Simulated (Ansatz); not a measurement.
A series of calculations on Si₂NH₆

## 1. Relaxation

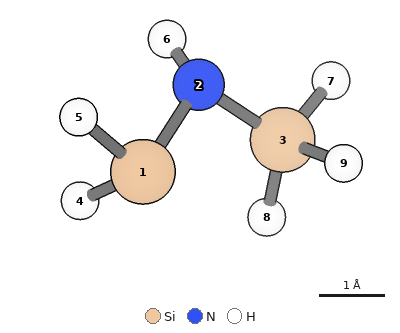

Starting structure of Si$_{2}$NH$_{6}$ (charge −1). Style: ball-and-stick. Shown at a tilt.

The run prepares an end point of a later path (inversion) calculation, from a guessed geometry.

Theory: RKS PBE-D4/def2-SVP in Ansatz.

Input
```yaml
crystal:
  periodic: [false, false, false]
  atoms:
    - { symbol: Si, position_ang: [-1.2824, 0.7576, -0.48445] }
    - { symbol: "N", position_ang: [0.48019, 0.64339, -0.15533] }
    - { symbol: Si, position_ang: [0.51066, -0.72321, 0.83707] }
    - { symbol: H, position_ang: [-1.39609, -0.07005, -1.75832] }
    - { symbol: H, position_ang: [-1.28127, 2.11745, -1.15764] }
    - { symbol: H, position_ang: [1.17818, 0.7597, -0.88201] }
    - { symbol: H, position_ang: [1.94143, -1.13251, 1.05997] }
    - { symbol: H, position_ang: [-0.11727, -1.98754, 0.39038] }
    - { symbol: H, position_ang: [-0.03342, -0.36484, 2.15032] }
total_charge: -1
basis:
  gaussian: { orbitals: def2-SVP }
hamiltonian:
  xc: pbe
  dispersion: d4
relax:
  f_tol: 0.015
  max_steps: 40
output:
  orbitals: {}
```

Launched with:
```bash
ansatz run input.yaml --threads 1 --pin off --max-ram 2048MiB --backend cpu --events-out ev --progress --plain --runs-dir out
```

Q: Where does the relaxation end?

A: The energy falls by 32.7 kJ/mol in 9 accepted moves (10 points after the start). Largest force component: 1.3 eV/Å at the start, 0.0087 eV/Å at the end. The line search rejected the trial step at point 5 of the run. H4 moves most after the best rigid fit: 0.65 Å. By element the largest moves are H 0.65 Å, N 0.36 Å, Si 0.29 Å. Among the contacts that change: Si1–Si3 2.675 → 3.088 Å, Si1–N2 1.797 → 1.871 Å, Si3–H9 1.466 → 1.517 Å, Si1–H4 1.523 → 1.574 Å. Bond angles that change, for instance: Si1–N2–Si3 100.2° → 119.0°, N2–Si3–H9 108.8° → 114.7°, H8–Si3–H9 108.8° → 103.9°. Cost: 20 s on 1 thread of Arm Neoverse V2 (shared host), peak memory 0.11 GiB.

The structure at the end:

```xyz
9

Si   -1.4790    0.7985   -0.6957
N     0.2900    0.3614   -0.2731
Si    0.5879   -0.7992    0.9512
H    -1.4736    0.3827   -2.2136
H    -1.2515    2.3115   -1.0551
H     1.0731    0.5634   -0.9058
H     2.1001   -0.9619    1.1249
H     0.0971   -2.2321    0.7457
H     0.0558   -0.4244    2.3216
```

After the run, drawn alike:

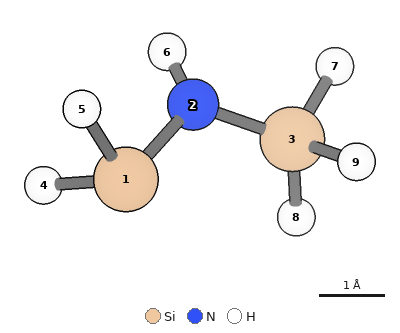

Limits of the set-up: the basis has no diffuse functions, which an anion needs.

## 2. Relaxation

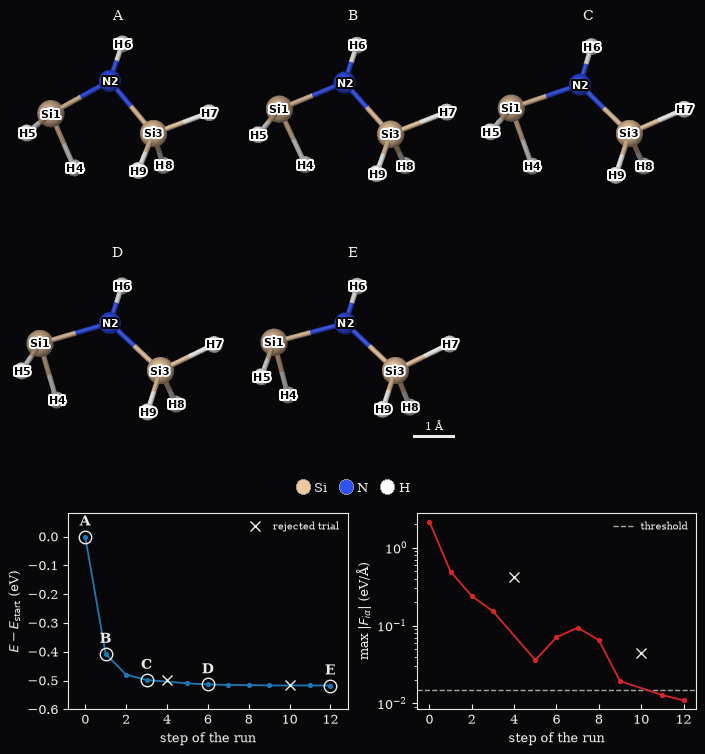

Frames of a relaxation of Si$_{2}$NH$_{6}$ (charge −1), marked on the history of the run. Style: ball-and-stick. Shown face on.

The run prepares an end point of a later path (inversion) calculation, from a guessed geometry.

Method: RKS PBE-D4/def2-SVP (Ansatz).

The input:
```yaml
crystal:
  periodic: [false, false, false]
  atoms:
    - { symbol: Si, position_ang: [-1.2824, 0.7576, -0.48445] }
    - { symbol: "N", position_ang: [0.48019, 0.64339, -0.15533] }
    - { symbol: Si, position_ang: [0.51066, -0.72321, 0.83707] }
    - { symbol: H, position_ang: [-1.77261, -0.56733, 0.08557] }
    - { symbol: H, position_ang: [-1.66245, 1.61401, 0.70907] }
    - { symbol: H, position_ang: [1.17818, 0.7597, -0.88201] }
    - { symbol: H, position_ang: [1.94143, -1.13251, 1.05997] }
    - { symbol: H, position_ang: [-0.11727, -1.98754, 0.39038] }
    - { symbol: H, position_ang: [-0.03342, -0.36484, 2.15032] }
total_charge: -1
basis:
  gaussian: { orbitals: def2-SVP }
hamiltonian:
  xc: pbe
  dispersion: d4
relax:
  f_tol: 0.015
  max_steps: 40
```

Command:
```bash
ansatz run input.yaml --threads 1 --pin off --max-ram 2048MiB --backend cpu --events-out ev --progress --plain --runs-dir out
```

Describe the path.

Answer. The largest move after the best rigid fit is that of H4, 0.67 Å. By element the largest moves are H 0.67 Å, Si 0.36 Å, N 0.18 Å. Near-neighbour distances that change, for instance: Si1–Si3 2.675 → 3.159 Å, Si1–N2 1.797 → 1.884 Å, Si1–H4 1.523 → 1.578 Å, Si1–H5 1.517 → 1.570 Å. Bond angles that change, for instance: Si1–N2–Si3 100.2° → 122.7°, Si1–N2–H6 122.5° → 114.0°, H4–Si1–H5 96.7° → 91.1°. Over 10 accepted moves (12 points after the start) the energy falls by 0.517 eV. Largest force component: 2.2 eV/Å at the start, 0.011 eV/Å at the end. The line search rejected the trial steps at points 4, 10 of the run. From step 0 to 1: Si1 moves most (0.19 Å), energy −0.408 eV. From step 1 to 3: H4 moves most (0.23 Å), energy −0.091 eV. From step 3 to 6: H4 moves most (0.20 Å), energy −0.015 eV. From step 6 to 12: H4 moves most (0.22 Å), energy −0.004 eV.

```tsv
step	E − E(0), eV	largest force component, eV/Å	note
0	0.0000	2.1633	
1	-0.4075	0.4933	
2	-0.4794	0.2400	
3	-0.4981	0.1528	
4	-0.4975	0.4226	rejected
5	-0.5097	0.0361	
6	-0.5135	0.0705	
7	-0.5153	0.0939	
8	-0.5159	0.0650	
9	-0.5171	0.0193	
10	-0.5170	0.0440	rejected
11	-0.5172	0.0128	
12	-0.5173	0.0109
```

Limits of the set-up: the basis has no diffuse functions, which an anion needs.

## 3. Path

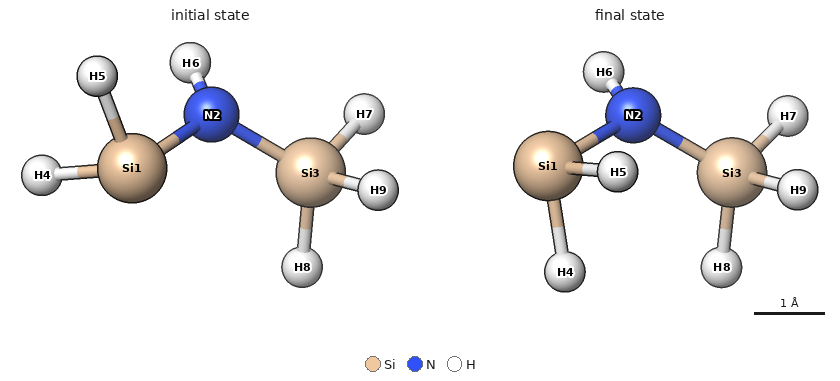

The two relaxed end points of a path for Si2NH6 (charge −1). The picture is a ball-and-stick view, seen at a tilt.

These are results of RKS PBE-D4/def2-SVP in Ansatz 0.2.0, not measurements.

Input
```yaml
crystal:
  periodic: [false, false, false]
  atoms:
    - { symbol: Si, position_ang: [-1.478647, 0.798004, -0.697087] }
    - { symbol: "N", position_ang: [0.290208, 0.360556, -0.274034] }
    - { symbol: Si, position_ang: [0.587596, -0.797441, 0.952826] }
    - { symbol: H, position_ang: [-1.473927, 0.37877, -2.21402] }
    - { symbol: H, position_ang: [-1.250155, 2.310026, -1.059927] }
    - { symbol: H, position_ang: [1.073221, 0.560636, -0.907392] }
    - { symbol: H, position_ang: [2.099733, -0.9608, 1.126487] }
    - { symbol: H, position_ang: [0.095767, -2.23046, 0.750617] }
    - { symbol: H, position_ang: [0.056215, -0.4193, 2.322521] }
total_charge: -1
basis:
  gaussian: { orbitals: def2-SVP }
hamiltonian:
  xc: pbe
  dispersion: d4
neb:
  order_check: false
  images: 7
  f_tol: 0.05
  max_iterations: 60
  initial_path: idpp
  final_atoms:
    - { symbol: Si, position_ang: [-0.85322725, 1.15083503, -1.435226] }
    - { symbol: "N", position_ang: [0.64599742, 0.50492669, -0.49387492] }
    - { symbol: Si, position_ang: [0.52046267, -0.65078797, 0.76628016] }
    - { symbol: H, position_ang: [-1.75388357, -0.13948445, -1.31253373] }
    - { symbol: H, position_ang: [-1.57037769, 1.80431015, -0.20149735] }
    - { symbol: H, position_ang: [1.50683013, 0.48788198, -1.04448267] }
    - { symbol: H, position_ang: [1.89577589, -1.01315728, 1.34651305] }
    - { symbol: H, position_ang: [-0.09716835, -2.01014214, 0.44013755] }
    - { symbol: H, position_ang: [-0.29439825, -0.13439101, 1.9346749] }
```

Launched with:
```bash
ansatz run input.yaml --threads 1 --pin off --max-ram 2048MiB --backend cpu --events-out ev --progress --plain --runs-dir out
```

Predict the minimum-energy path and its barrier.

Answer. Forward barrier 31.7 kcal/mol, backward barrier 32.5 kcal/mol, with image 4 at the top; the reaction energy is −0.8 kcal/mol. The motion is an umbrella inversion at Si1. No bond forms or breaks between the ends. Bond angles that change up to the highest image, for instance: H4–Si1–H5 91.9° → 120.9°, N2–Si1–H5 98.0° → 119.1°. The band converged in 12 iterations. The largest component of the band force went from 1.2 to 0.037 eV/Å. The climbing image converged on the top of the path. Its vibrational analysis gives one imaginary mode (835i cm⁻¹), as a transition state must have.

Energies of the converged images:

| image | path (Å) | E (kcal/mol) |
| --- | --- | --- |
| 0 | 0.00 | 0.0 |
| 1 | 0.44 | 0.6 |
| 2 | 0.89 | 3.8 |
| 3 | 1.33 | 13.7 |
| 4 | 1.77 | 31.7 |
| 5 | 2.11 | 17.9 |
| 6 | 2.44 | 0.9 |
| 7 | 2.77 | -0.7 |
| 8 | 3.11 | -0.8 |

The geometry at the top of the path:

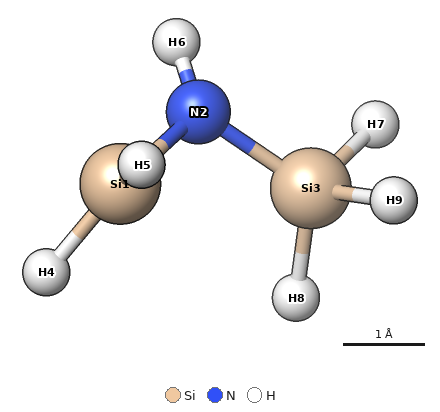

Limits of the set-up: the basis has no diffuse functions, which an anion needs.

The run took 2.4 min on 1 thread of Arm Neoverse V2, with other jobs on the host, peak memory 0.11 GiB.
